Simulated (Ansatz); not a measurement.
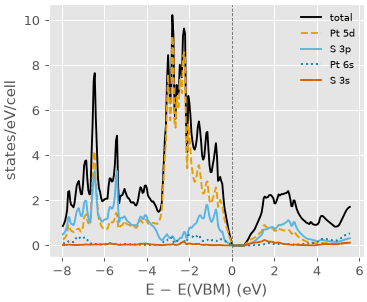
Figure. Total and projected density of states of PtS in space group P4_2/mmc (No. 131; Pt on 2c, S on 2e), LDA in the plane-wave PAW code Ansatz

Question: Which orbitals carry the states next to the gap?

Answer: Top 1 eV of the valence band: Pt 5d 62 %, S 3p 28 %, Pt 6s 8 %. Bottom 1 eV of the conduction band: Pt 5d 46 %, S 3p 29 %, S 3s 14 %, outside the projected shells 9 %. Projections are on Löwdin-orthogonalised atomic valence shells; empty p or d shells of many metals are not among them.

Question: Where is the tallest occupied peak in this window, and what makes it?

Answer: Near -2.8 eV, about 10 states/eV per cell; the largest projected share is Pt 5d.

The workflow started from a Materials Project entry (that database holds measured and hypothetical structures alike); the Crystallography Open Database files this formula in space group No. 131, but the cells were not matched. Its standing as an ambient phase is unchecked. The LDA relaxation kept the symmetry of its start; its stability against distortions is not shown here. The run is not spin-polarised. Scalar-relativistic: spin–orbit coupling is off unless named, which matters more the heavier the elements.

Potentials: the later of the program's two PAW sets.
